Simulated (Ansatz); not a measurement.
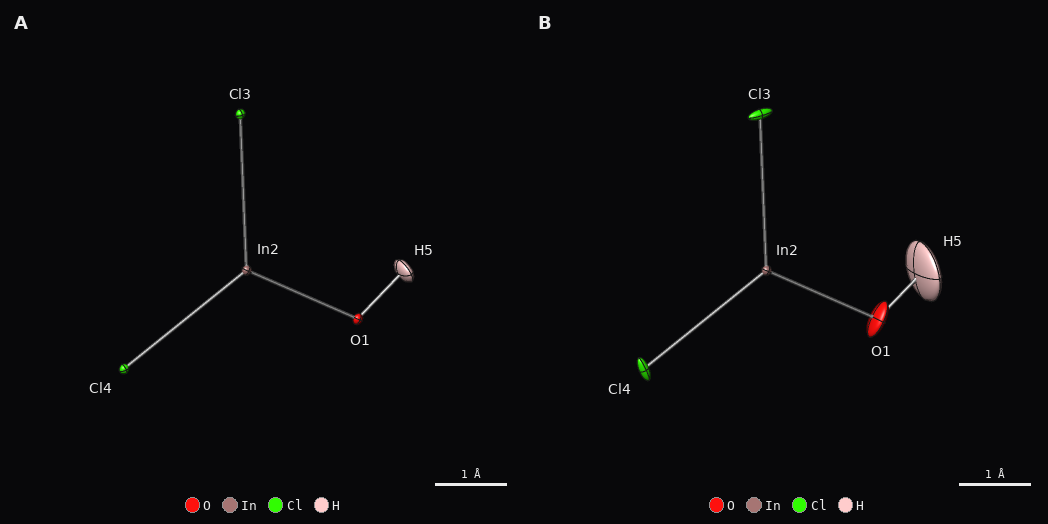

Displacement ellipsoids at the 50 % level, scaled by 0.7, from the internal vibrations of the free molecule (harmonic, no overall translation or rotation; no half-axis is drawn under 0.075 Å). Vibrations computed with RKS PBE0-D4/def2-TZVP, core potentials on In (Ansatz 0.2.0). One panel is for 0 K (zero-point motion alone), the other for 900 K.

**Which panel is for 900 K?**

B.

**How much does the mean-square displacement of Cl3 grow, and why?**

U_eq goes from 0.0013 to 0.0140 Å², a factor of 10.7. Modes below kT (626 cm⁻¹ at 900 K) grow about in proportion to T, and the lowest lies at 88 cm⁻¹; the mean-square amplitude of a mode is its zero-point value times coth(ħω/2kT), which comes close to 1 only above about 3kT.
